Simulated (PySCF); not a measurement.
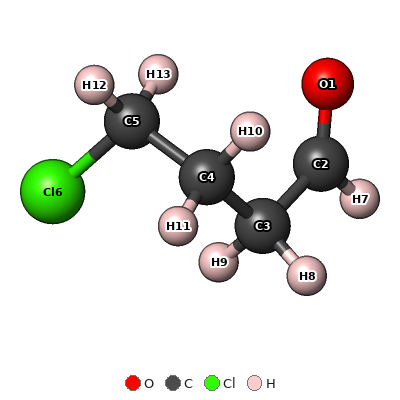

Geometry used (C₄H₇ClO (4-chlorobutanal), SMILES O=CCCCCl).

Kohn-Sham orbital energies near the frontier, B3LYP/def2-SVPD with PySCF, at a GFN2-xTB geometry (no frequency check), isolated molecule; empty levels in grey, levels within 0.03 eV side by side.

Q: Where do the frontier orbitals lie?

A: HOMO at −7.49 eV, LUMO at −1.23 eV, 6.26 eV apart.

Q: On which atoms do HOMO and LUMO mostly sit?

A: HOMO: O1 57 %, C2 15 %, C3 10 %. LUMO: C2 42 %, O1 35 %, C3 9 % (Löwdin shares).

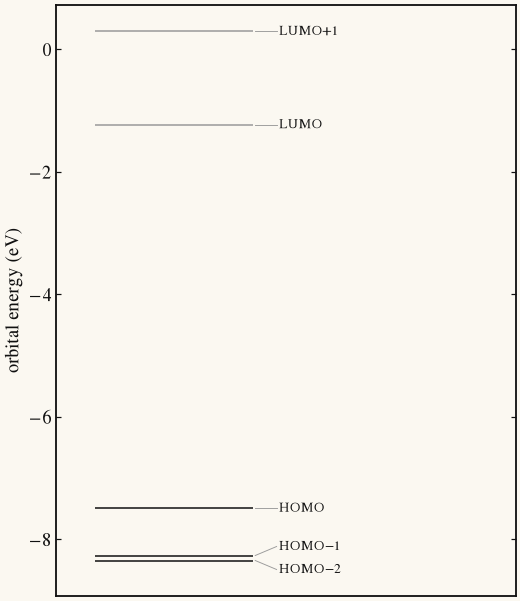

Caveats: the tight-binding geometry is rougher than a DFT one and adds to the error; one conformer of a flexible molecule; empty levels above zero depend strongly on the basis.
